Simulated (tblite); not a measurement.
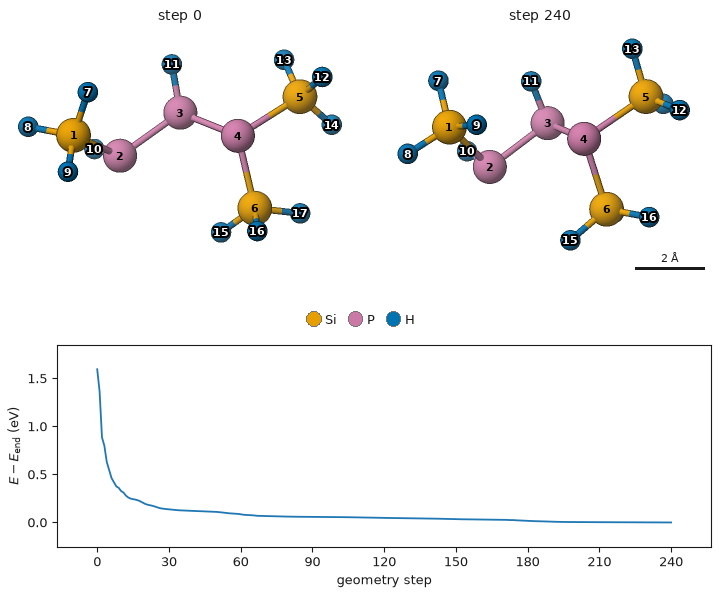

First and last geometry of a relaxation of Si3P3H11, with the history of the run. The picture is a ball-and-stick view, seen face on.

The calculation used GFN2-xTB geometry optimisation, gas phase in tblite 0.8.0. 

**Read the history and describe the run.**

It converged. H9 moves most after the best rigid fit: 1.98 Å. By element the largest moves are H 1.98 Å, Si 0.59 Å, P 0.50 Å. Near-neighbour distances that change, for instance: P2–H10 1.444 → 1.389 Å, P4–Si6 2.193 → 2.245 Å, P3–H11 1.438 → 1.396 Å, Si6–H16 1.496 → 1.464 Å. Among the angles between lasting bonds that change: P4–P3–H11 114.1° → 94.3°, P3–P4–Si6 114.2° → 96.8°, P2–P3–P4 114.6° → 97.5°. Groups turn about P4–Si6 by about 70°, Si1–P2 by about 60°, P4–Si5 by about 50°. Over 240 geometry steps the energy falls by 1.595 eV.
